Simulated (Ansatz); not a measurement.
A ladder of methods for BH2Br (SMILES BBr)

The species is BH2Br (4 atoms), meant as a singlet with charge 0. SMILES: `BBr`. The coordinates come from a PBE0-D4/def2-TZVP relaxation.

```xyz
4

B    -0.1539    0.0250   -0.0969
Br    1.4701   -0.3634    0.7908
H    -1.1112   -0.6173    0.1917
H    -0.1495    0.8954   -0.9059
```

Quantity: the energy change with the B1–H3 bond stretched from 1.188 to 2.377 Å, in eV. The values are calculated.

```csv
level,kind,program,value (eV),less FCI/STO-3G,CPU time (all runs)
HF/STO-3G (restricted),Hartree–Fock,Ansatz,7.35,+2.64,0.27 s
SVWN5/STO-3G (restricted),LDA,Ansatz,5.49,+0.78,1.2 s
BLYP/STO-3G (restricted),GGA,Ansatz,5.12,+0.41,1.9 s
PBE0/STO-3G (restricted),global hybrid,Ansatz,5.90,+1.19,1.9 s
wB97M-V/STO-3G (restricted),range-separated hybrid,Ansatz,6.00,+1.29,25 s
B2PLYP/STO-3G (restricted),double hybrid,Ansatz,5.78,+1.07,2.7 s
RPA@PBE/STO-3G (restricted),RPA,Ansatz,5.13,+0.42,3 s
CCSDT/STO-3G (restricted),coupled cluster or CI,Ansatz,4.72,+0.01,0.79 s
FCI/STO-3G,exact in the basis,Ansatz,4.71,0.00,12 s
```

FCI/STO-3G is exact within its basis and frozen core, so for wave-function methods in that basis the difference is their error; functionals converge differently with the basis, so for them it is only a difference. A spin-restricted reference rises too steeply as a bond breaks; here HF/STO-3G, SVWN5/STO-3G, BLYP/STO-3G, PBE0/STO-3G, wB97M-V/STO-3G, B2PLYP/STO-3G, RPA@PBE/STO-3G lie well above the multireference or unrestricted value. All-electron rows without a relativistic Hamiltonian named are non-relativistic. The first shape isn't each level's own minimum. The values span 4.71 to 7.35 eV. All rows use very small basis sets, so none should be taken for the real molecule's value. In the correlated wave-function rows the outer d shell of Br is correlated, in sets not made for it. In so small a basis fixed costs decide the times, and correlated methods can beat functionals. CPU times are rough (shared hosts, several kinds of processor and program).

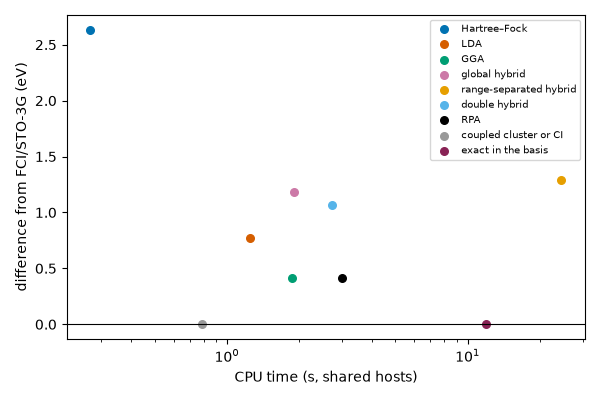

Difference from FCI/STO-3G against processor time, one point a level.
